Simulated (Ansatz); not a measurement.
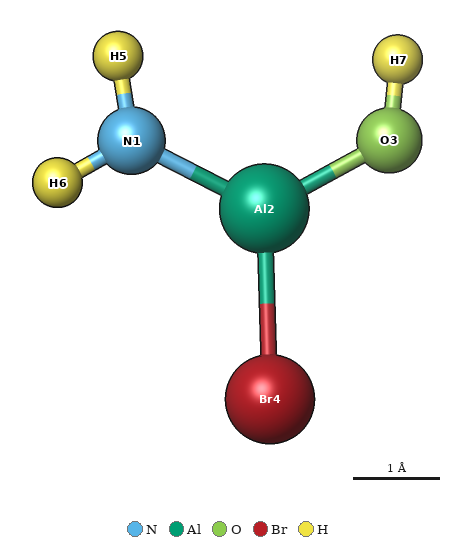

**Figure 1.** The input geometry of run A (ball-and-stick view, seen on its broad side; atoms are numbered from 1 in the order of the input). Sticks mark near contacts. Bond lengths as drawn: Al–Br 2.24 Å, Al–N 1.76 Å, Al–O 1.69 Å, H–N 1.01 Å and H–O 0.95 Å.

**AlNH₃BrO: one change and its effect**

System: AlNH₃BrO.
Method of run A: RKS SPW92/def2-TZVPP (Ansatz 0.2.0).

The geometry comes from this level: PBE0-D4/def2-TZVP. Text and figures count atoms from 1; the logs count them from 0 in places.

**Input, run A**
```yaml
crystal:
  periodic: [false, false, false]
  atoms:
    - {symbol: N, position_ang: [-0.466386, 1.129803, 0.094811]}
    - {symbol: Al, position_ang: [-0.099936, -0.565625, -0.175130]}
    - {symbol: O, position_ang: [1.383817, -1.285151, 0.176417]}
    - {symbol: Br, position_ang: [-1.697830, -1.880318, -1.044946]}
    - {symbol: H, position_ang: [0.163190, 1.815363, 0.476889]}
    - {symbol: H, position_ang: [-1.357532, 1.545641, -0.120134]}
    - {symbol: H, position_ang: [2.135880, -0.827615, 0.546393]}
basis:
  gaussian: {orbitals: def2-TZVPP}
hamiltonian: {xc: lda}
output: {orbitals: {seedname: orbitals}}
```

Hardware: 2 CPU threads, shared host.

**Output (run A)**
```
Functional definition: SPW92
  exchange = slater_x
  correlation = pw_c
1128 factors; their error is unknown
mean field evaluation 1: about -80065.4630 eV, gradient 1.0e2 eV
mean field evaluation 2: about -79993.4576 eV, gradient 1.9e2 eV
mean field evaluation 4: about -80082.4821 eV, gradient 1.9e1 eV
mean field evaluation 8: about -80083.1668 eV, gradient 1.9e-1 eV
mean field evaluation 16: about -80083.1354 eV, gradient 1.2e-4 eV
mean field -80083.13542491 eV, -2943.0009445667 hartree, gradient 2.3e-5 eV, S^2 0.000000; 0 other end points of the search recorded, 0 dependent functions left out
reference -80083.13546127 eV, -2943.0009459029 hartree; 33, 33 occupied and 161, 161 virtual orbitals, 1128 factors
Total energy: -80083.13546127 eV, -2943.0009459029 hartree
```

The input of run B differs as follows (lines with − go, lines with + come):
```diff
-hamiltonian: {xc: lda}
+hamiltonian: {xc: {name: wB97X-V}}
```

Predict how the results change.

The total energies belong to different methods, so their difference says nothing on which is more stable or more accurate. The HOMO goes from −6.49 to −10.23 eV. The LUMO goes from −1.55 to 1.42 eV.

**Output (run B)**
```
Functional definition: wB97X-V
  parameter omega = 0.3/bohr
  parameter cx = 0.167
  parameter cx1 = 0.603
  parameter cx2 = 1.194
  parameter css0 = 0.556
  parameter css1 = -0.257
  parameter cos0 = 1.219
  parameter cos1 = -1.850
  parameter b = 6.0
  parameter c = 0.01
  exchange = spin_sum(e_x_unif_sr(omega)*poly(b97_u_x, 1 - cx, cx1, cx2)) + cx*exact_x_sr(omega) + exact_x_lr(omega)
  correlation = spin_sum(e_c_pw_same_spin*poly(b97_u_same, css0, css1))
      + integral(e_c_pw_opposite_spin*poly(b97_u_opposite, cos0, cos1)) + vv10(b, c)
1184 factors; their error is unknown
233 factors; integrals over basis functions are off by at most 3.7e-5 eV
mean field evaluation 1: about -80218.5033 eV, gradient 6.9e1 eV
mean field evaluation 2: about -80217.7855 eV, gradient 7.3e1 eV
mean field evaluation 4: about -80226.6989 eV, gradient 2.8e0 eV
mean field evaluation 8: about -80226.7126 eV, gradient 5.4e-2 eV
mean field evaluation 16: about -80227.0051 eV, gradient 4.4e-5 eV
mean field -80227.00514162 eV, -2948.2880591374 hartree, gradient 4.4e-5 eV, S^2 0.000000; 0 other end points of the search recorded, 0 dependent functions left out
reference -80227.00513974 eV, -2948.2880590684 hartree; 33, 33 occupied and 161, 161 virtual orbitals, 1184 factors
Total energy: -80227.00513974 eV, -2948.2880590684 hartree
```

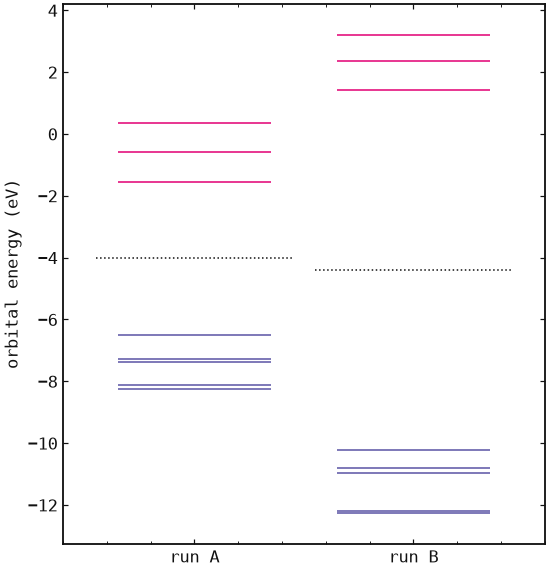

**Figure 2.** The five highest filled and three lowest empty orbital energies of the two runs; the dotted lines part filled from empty levels. The HOMO–LUMO gap is 4.94 eV in run A and 11.65 eV in run B.

**The two runs side by side**

```csv
quantity,run A,run B
outcome,converged,converged
total energy (hartree),−2943.000946,−2948.288059
HOMO (eV),−6.49,−10.23
LUMO (eV),−1.55,1.42
basis functions,194,194
wall time (shared host),1.1 s,7 s
```
